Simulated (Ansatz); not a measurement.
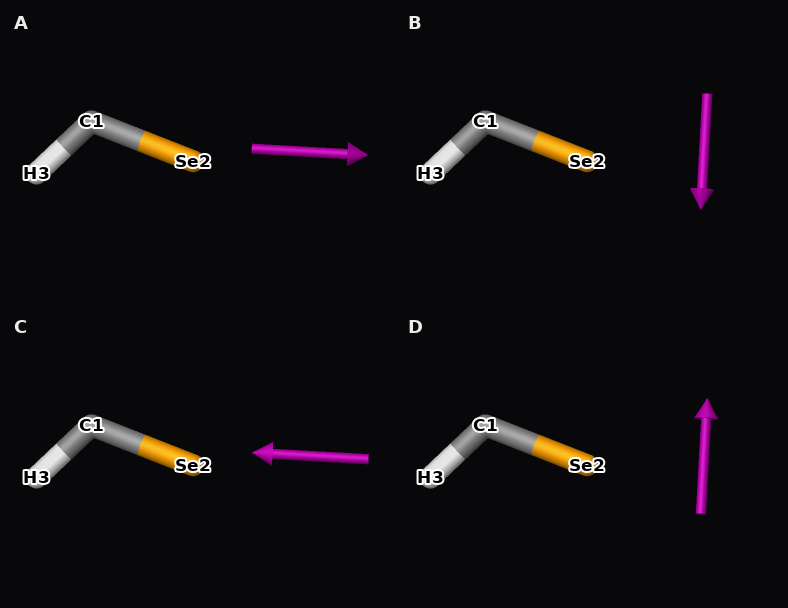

The same molecule four times, each with an arrow. The species is neutral and a spin doublet. Geometry: a frame of the PBE0-D4/def2-SVP trajectory. Method: UKS ωB97M-V/def2-TZVPP (Ansatz 0.2.0).

### Which arrow points along the dipole moment, from the negative to the positive end?

B. The dipole moment is 1.19 D; it points from the side of C1 to the side of H3 (the outermost atoms at the two ends).
